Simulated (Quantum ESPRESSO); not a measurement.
# TePb (Fm-3m): Raman and infrared activity

Aim: Raman and infrared lines of TePb (Fm-3m).

Calculated with Quantum ESPRESSO 8.0 development, patched; DFT LDA, scalar-relativistic, plane waves, PseudoDojo norm-conserving pseudopotentials.

The experiments to compare with:

For PbTe, rocksalt (melt-grown single-crystal fragment, about 42 um across, 125 K), “Correlated local dipoles in PbTe” (2017, arxiv:1709.02863) gives, by single-crystal x-ray diffraction: lattice constant a (cubic lattice constant a at 125 K) 6.4397 ± 0.0001 Å.

“Lattice Properties of PbX (X = S, Se, Te): Experimental Studies and ab initio Calculations Including Spin-Orbit Effects” (2008, arxiv:0808.3152) quotes from earlier work for PbTe, rock salt (bulk crystal, 5 K): infrared mode (TO at Gamma) 18 cm⁻¹ [soft, strongly anharmonic mode near a ferroelectric instability].

## (1) The starting structure

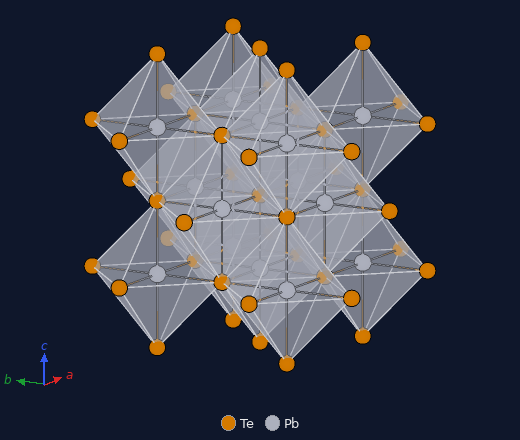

Start, viewed from a free direction; tellurium orange, lead light grey. This picture shows the conventional cell, with its axes. Some periodic images of atoms are drawn too.

Structure file:

```cif
data_structure
_symmetry_space_group_name_H-M 'Fm-3m'
_symmetry_Int_Tables_number 225
_cell_length_a 6.4620
_cell_length_b 6.4620
_cell_length_c 6.4620
_cell_angle_alpha 90.000
_cell_angle_beta 90.000
_cell_angle_gamma 90.000
_cell_volume 269.84
loop_
_atom_site_label
_atom_site_type_symbol
_atom_site_symmetry_multiplicity
_atom_site_Wyckoff_symbol
_atom_site_fract_x
_atom_site_fract_y
_atom_site_fract_z
_atom_site_occupancy
Te1 Te 4 b 0.00000 0.50000 0.00000 1
Pb1 Pb 4 a 0.00000 0.00000 0.00000 1
```

## (2) A first look

A cheap run with smearing and empty bands tells whether the crystal has a gap, which decides between fixed occupations and smearing later on.

probe.in

```
&CONTROL
  calculation = 'scf'
  prefix      = 'x'
  outdir      = './tmp'
  pseudo_dir  = './pseudo'
  tprnfor     = .true.
  tstress     = .true.
  verbosity   = 'high'
/
&SYSTEM
  ibrav       = 0
  nat         = 2
  ntyp        = 2
  ecutwfc     = 82.0
  occupations = 'smearing'
  smearing    = 'gaussian'
  degauss     = 0.01
/
&ELECTRONS
  conv_thr         = 1.0d-07
  mixing_beta      = 0.7
  electron_maxstep = 100
/
ATOMIC_SPECIES
 Te    127.6000  Te.upf
 Pb    207.2000  Pb.upf
CELL_PARAMETERS angstrom
    -3.231000000    0.000000000    3.231000000
     0.000000000    3.231000000    3.231000000
    -3.231000000    3.231000000    0.000000000
ATOMIC_POSITIONS crystal
 Te     0.500000000   0.500000000   0.500000000
 Pb     0.000000000   0.000000000   0.000000000
K_POINTS automatic
 6 6 6 0 0 0
```

Started as:

```bash
> OMP_NUM_THREADS=1 mpirun -n 4 pw.x -nk 4 -in probe.in > probe.out
```

The program printed:

```text
[banners, grids, parts of the stress and lines that vanish by symmetry left out]
Program PWSCF v.8.0dev
     Message from routine setup:
     using ibrav=0 with symmetry is DISCOURAGED, use correct ibrav instead
[...]
kinetic-energy cutoff     =      82.0000  Ry
     charge density cutoff     =     328.0000  Ry
     scf convergence threshold =      1.0E-07
[...]
Exchange-correlation= SLA-PW-NOGX-NOGC
                           (   1   4   0   0   0   0   0)
[...]
48 Sym. Ops., with inversion, found
[...]
(     0          1          0      )
                  (     0          0          1      )
[...]
(  0.0000000  1.0000000  0.0000000 )
                  (  0.0000000  0.0000000  1.0000000 )
[...]
(     1          0         -1      )
                  (     0          0         -1      )
[...]
(  0.0000000 -1.0000000  0.0000000 )
[...]
(     0          1         -1      )
                  (     0          1          0      )
[...]
( -1.0000000  0.0000000  0.0000000 )
                  (  0.0000000  1.0000000  0.0000000 )
[...]
number of k points=    16  Gaussian smearing, width (Ry)=  0.0100
[...]
End of self-consistent calculation
[...]
the Fermi energy is     9.0024 ev
!    total energy              =    -349.83945410 Ry
[...]
convergence has been achieved in   6 iterations
[...]
atom    1 type  1   force =     0.00000000    0.00000000    0.00000000
     atom    2 type  2   force =     0.00000000    0.00000000    0.00000000
[...]
Total force =     0.000000     Total SCF correction =     0.000000
[...]
total   stress  (Ry/bohr**3)                   (kbar)     P=      -17.07
[...]
XML data file, charge density, pseudopotentials, collected wavefunctions

   JOB DONE.
```

It took 14 s on 4 MPI ranks of AMD EPYC (Zen 3), shared host.

Read from the output:

```yaml
volume_per_atom: 33.73 Å³
pressure: -1.707 GPa
gap_on_the_k_mesh: 0.6554 eV
```

A gap of 0.66 eV opens on this mesh, so the crystal is taken as an insulator; the start stands at -1.7 GPa.

## (3) Relaxing the cell and atoms

The relaxation runs at a cutoff a fifth above that of the response, since stress converges more slowly with the basis than frequencies do. Forces and stress are brought to rest with tight thresholds.

relax.in

```
&CONTROL
  calculation   = 'vc-relax'
  prefix        = 'x'
  outdir        = './tmp'
  pseudo_dir    = './pseudo'
  tprnfor       = .true.
  tstress       = .true.
  forc_conv_thr = 2.0d-05
  etot_conv_thr = 1.0d-07
  nstep         = 40
/
&SYSTEM
  ibrav       = 0
  nat         = 2
  ntyp        = 2
  ecutwfc     = 98
  occupations = 'fixed'
  nbnd        = 17
/
&ELECTRONS
  conv_thr         = 1.0d-11
  mixing_beta      = 0.7
  electron_maxstep = 100
/
&IONS
/
&CELL
  press_conv_thr = 0.2
/
ATOMIC_SPECIES
 Te    127.6000  Te.upf
 Pb    207.2000  Pb.upf
CELL_PARAMETERS angstrom
    -3.231000000    0.000000000    3.231000000
     0.000000000    3.231000000    3.231000000
    -3.231000000    3.231000000    0.000000000
ATOMIC_POSITIONS crystal
 Te     0.500000000   0.500000000   0.500000000
 Pb     0.000000000   0.000000000   0.000000000
K_POINTS automatic
 8 8 8 0 0 0
```

Started as:

```bash
> OMP_NUM_THREADS=1 mpirun -n 4 pw.x -nk 4 -in relax.in > relax.out
```

The program printed:

```text
[banners, grids, parts of the stress and lines that vanish by symmetry left out]
[banner, memory and clock lines left out]
Program PWSCF v.8.0dev

[...]
kinetic-energy cutoff     =      98.0000  Ry
     charge density cutoff     =     392.0000  Ry
     scf convergence threshold =      1.0E-11
[...]
energy convergence thresh.=      1.0E-07
     force convergence thresh. =      2.0E-05
     press convergence thresh. =      2.0E-01
     Exchange-correlation= SLA-PW-NOGX-NOGC
                           (   1   4   0   0   0   0   0)
[...]
48 Sym. Ops., with inversion, found
[...]
number of k points=    29
[...]
End of self-consistent calculation
[...]
highest occupied, lowest unoccupied level (ev):     8.6749    9.3304
!    total energy              =    -349.83943464 Ry
[...]
convergence has been achieved in  12 iterations
[...]
atom    1 type  1   force =     0.00000000    0.00000000    0.00000000
     atom    2 type  2   force =     0.00000000    0.00000000   -0.00000000
     Total force =     0.000000     Total SCF correction =     0.000000
[...]
total   stress  (Ry/bohr**3)                   (kbar)     P=      -17.10
[...]
number of bfgs steps    =   0
[...]
CELL_PARAMETERS (angstrom)
[...]
ATOMIC_POSITIONS (crystal)
Te               0.5000000000        0.5000000000        0.5000000000
Pb              -0.0000000000       -0.0000000000        0.0000000000
[...]
New effective cutoffs (rho, wfc):  394.11   98.56
[...]
End of self-consistent calculation
[...]
highest occupied, lowest unoccupied level (ev):     8.8195    9.4576
!    total energy              =    -349.83984621 Ry
[...]
convergence has been achieved in   8 iterations
[...]
atom    1 type  1   force =     0.00000000    0.00000000    0.00000000
     atom    2 type  2   force =     0.00000000    0.00000000   -0.00000000
     Total force =     0.000000     Total SCF correction =     0.000000
[...]
total   stress  (Ry/bohr**3)                   (kbar)     P=      -13.46
[...]
number of bfgs steps    =   1
[...]
CELL_PARAMETERS (angstrom)
[...]
ATOMIC_POSITIONS (crystal)
Te               0.5000000000        0.5000000000        0.5000000000
Pb              -0.0000000000        0.0000000000        0.0000000000
[...]
New effective cutoffs (rho, wfc):  397.58   99.43
[...]
End of self-consistent calculation
[...]
highest occupied, lowest unoccupied level (ev):     9.0402    9.6510
!    total energy              =    -349.84027086 Ry
[...]
convergence has been achieved in  10 iterations
[...]
atom    1 type  1   force =     0.00000000    0.00000000    0.00000000
     atom    2 type  2   force =    -0.00000000   -0.00000000   -0.00000000
     Total force =     0.000000     Total SCF correction =     0.000000
[...]
total   stress  (Ry/bohr**3)                   (kbar)     P=       -7.67
[...]
number of bfgs steps    =   2
[...]
CELL_PARAMETERS (angstrom)
[...]
ATOMIC_POSITIONS (crystal)
[...]
New effective cutoffs (rho, wfc):  402.16  100.57
[...]
End of self-consistent calculation
[...]
highest occupied, lowest unoccupied level (ev):     9.3337    9.9073
!    total energy              =    -349.84046051 Ry
[...]
convergence has been achieved in  10 iterations
[...]
atom    1 type  1   force =    -0.00000000    0.00000000   -0.00000000
     atom    2 type  2   force =     0.00000000    0.00000000   -0.00000000
     Total force =     0.000000     Total SCF correction =     0.000000
[...]
total   stress  (Ry/bohr**3)                   (kbar)     P=        0.44
[...]
number of bfgs steps    =   3
[...]
CELL_PARAMETERS (angstrom)
[...]
ATOMIC_POSITIONS (crystal)
[...]
New effective cutoffs (rho, wfc):  401.91  100.51
[...]
End of self-consistent calculation
[...]
highest occupied, lowest unoccupied level (ev):     9.3179    9.8935
!    total energy              =    -349.84046109 Ry
[...]
convergence has been achieved in   8 iterations
[...]
atom    1 type  1   force =     0.00000000    0.00000000    0.00000000
     atom    2 type  2   force =     0.00000000   -0.00000000    0.00000000
     Total force =     0.000000     Total SCF correction =     0.000000
[...]
total   stress  (Ry/bohr**3)                   (kbar)     P=       -0.01
[...]
number of bfgs steps    =   4
[...]
small trust_radius: resetting bfgs history
[...]
CELL_PARAMETERS (angstrom)
[...]
ATOMIC_POSITIONS (crystal)
[...]
New effective cutoffs (rho, wfc):  401.91  100.51
[...]
End of self-consistent calculation
[...]
highest occupied, lowest unoccupied level (ev):     9.3180    9.8936
!    total energy              =    -349.84046109 Ry
[...]
convergence has been achieved in   3 iterations
[...]
atom    1 type  1   force =    -0.00000000   -0.00000000    0.00000000
     atom    2 type  2   force =     0.00000000    0.00000000    0.00000000
     Total force =     0.000000     Total SCF correction =     0.000000
[...]
total   stress  (Ry/bohr**3)                   (kbar)     P=       -0.01
[...]
bfgs converged in   6 scf cycles and   5 bfgs steps
[...]
End of BFGS Geometry Optimization
     Final enthalpy           =    -349.8404610881 Ry
     File ./tmp/x.bfgs deleted, as requested
[...]
CELL_PARAMETERS (angstrom)
[...]
ATOMIC_POSITIONS (crystal)
Te               0.5000000000        0.5000000000        0.5000000000
Pb              -0.0000000000       -0.0000000000        0.0000000000
[...]
Final scf calculation at the relaxed structure.
[...]
kinetic-energy cutoff     =      98.0000  Ry
     charge density cutoff     =     392.0000  Ry
     scf convergence threshold =      1.0E-13
[...]
press convergence thresh. =      2.0E-01
     Exchange-correlation= SLA-PW-NOGX-NOGC
                           (   1   4   0   0   0   0   0)
[...]
48 Sym. Ops., with inversion, found
[...]
number of k points=    29
[...]
End of self-consistent calculation
[...]
highest occupied, lowest unoccupied level (ev):     9.3180    9.8936
!    total energy              =    -349.84044839 Ry
[...]
convergence has been achieved in  13 iterations
[...]
atom    1 type  1   force =    -0.00000000    0.00000000   -0.00000000
     atom    2 type  2   force =     0.00000000    0.00000000    0.00000000
     Total force =     0.000000     Total SCF correction =     0.000000
[...]
total   stress  (Ry/bohr**3)                   (kbar)     P=        0.02
[...]
XML data file, charge density, pseudopotentials, collected wavefunctions
```

It took 4.6 min on 4 MPI ranks.

Step by step:

```
step  energy less that of the first step (eV)  largest force (eV/Å)  pressure (GPa)  volume (Å³)
   1                                   0.0000                0.0000           -1.71        67.46
   2                                  -0.0056                0.0000           -1.35        66.87
   3                                  -0.0114                0.0000           -0.77        66.00
   4                                  -0.0140                0.0000            0.04        64.88
   5                                  -0.0140                0.0000            0.00        64.94
   6                                  -0.0140                0.0000            0.00        64.94
   7                                  -0.0138                0.0000            0.00        64.94
```

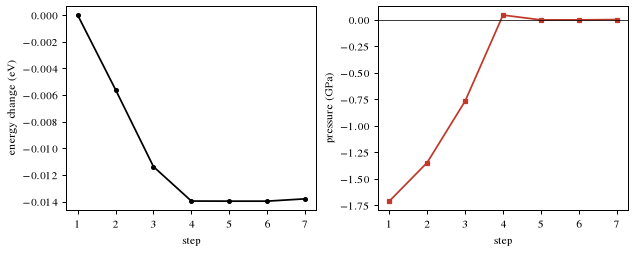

Energy and pressure along the relaxation.

```
conventional cell, symmetrised  before  after  change
                         a (Å)   6.462  6.380  -1.3 %
                         b (Å)   6.462  6.380  -1.3 %
                         c (Å)   6.462  6.380  -1.3 %
              volume (Å³/atom)   33.73  32.47  -3.7 %
```

The relaxed structure:

```
CELL_PARAMETERS angstrom
-3.19019 0.00000 3.19019
0.00000 3.19019 3.19019
-3.19019 3.19019 0.00000
ATOMIC_POSITIONS crystal
Te 0.50000 0.50000 0.50000
Pb 0.00000 0.00000 0.00000
```

The last row of the table of steps is pw.x's closing run on a basis chosen anew for the final cell, so its energy can jump.

Numbers from this step:

| Quantity | Value |
| --- | --- |
| volume per atom | 32.47 Å³ |
| pressure | 0.002 GPa |
| gap on the k-mesh | 0.5756 eV |

The volume changes by -3.7 % from the cell with which this run began.

## (4) Self-consistent run for the response

Perturbation theory inherits every error of the wavefunctions, so the threshold is set near the limit of the arithmetic. With a gap, occupations are fixed, which also allows the response to an electric field.

scf.in

```
&CONTROL
  calculation = 'scf'
  prefix      = 'x'
  outdir      = './tmp'
  pseudo_dir  = './pseudo'
  tprnfor     = .true.
  tstress     = .true.
/
&SYSTEM
  ibrav       = 0
  nat         = 2
  ntyp        = 2
  ecutwfc     = 82.0
  occupations = 'fixed'
  nbnd        = 17
/
&ELECTRONS
  conv_thr         = 1.0d-12
  mixing_beta      = 0.7
  electron_maxstep = 100
/
ATOMIC_SPECIES
 Te    127.6000  Te.upf
 Pb    207.2000  Pb.upf
CELL_PARAMETERS angstrom
    -3.190191866    0.000000000    3.190191866
     0.000000000    3.190191866    3.190191866
    -3.190191866    3.190191866    0.000000000
ATOMIC_POSITIONS crystal
 Te     0.500000000   0.500000000   0.500000000
 Pb     0.000000000   0.000000000   0.000000000
K_POINTS automatic
 8 8 8 0 0 0
```

Started as:

```bash
> OMP_NUM_THREADS=1 mpirun -n 4 pw.x -nk 4 -in scf.in > scf.out
```

The program printed:

```text
[banners, grids, parts of the stress and lines that vanish by symmetry left out]
[banner, memory and clock lines left out]
Program PWSCF v.8.0dev

[...]
kinetic-energy cutoff     =      82.0000  Ry
     charge density cutoff     =     328.0000  Ry
     scf convergence threshold =      1.0E-12
[...]
Exchange-correlation= SLA-PW-NOGX-NOGC
                           (   1   4   0   0   0   0   0)
[...]
48 Sym. Ops., with inversion, found
[...]
number of k points=    29
[...]
End of self-consistent calculation
[...]
highest occupied, lowest unoccupied level (ev):     9.3181    9.8936
!    total energy              =    -349.84038354 Ry
[...]
convergence has been achieved in  12 iterations
[...]
atom    1 type  1   force =    -0.00000000   -0.00000000   -0.00000000
     atom    2 type  2   force =     0.00000000    0.00000000    0.00000000
     Total force =     0.000000     Total SCF correction =     0.000000
[...]
total   stress  (Ry/bohr**3)                   (kbar)     P=       -0.03
[...]
XML data file, charge density, pseudopotentials, collected wavefunctions
```

Wall time 37 s (4 MPI ranks).

This step gave:

| Item | Value |
| --- | --- |
| pressure | -0.003000 GPa |
| gap on the k-mesh | 0.5755 eV |

The cell stands at -0.0030 GPa, close enough for phonons.

(Part 1 of 3 ends here.)

[Host names and launcher messages were left out of these logs when they were recorded.]

[Logs are printed without paths, hosts, clocks, repeated set-up lines and the standing remarks that a program may print on its own settings, such as how far it seeks lower states.]

[Hosts, paths, dates, database ids (printed as entryN), source tags and the programs' standing remarks are cut or masked in the printed files.]
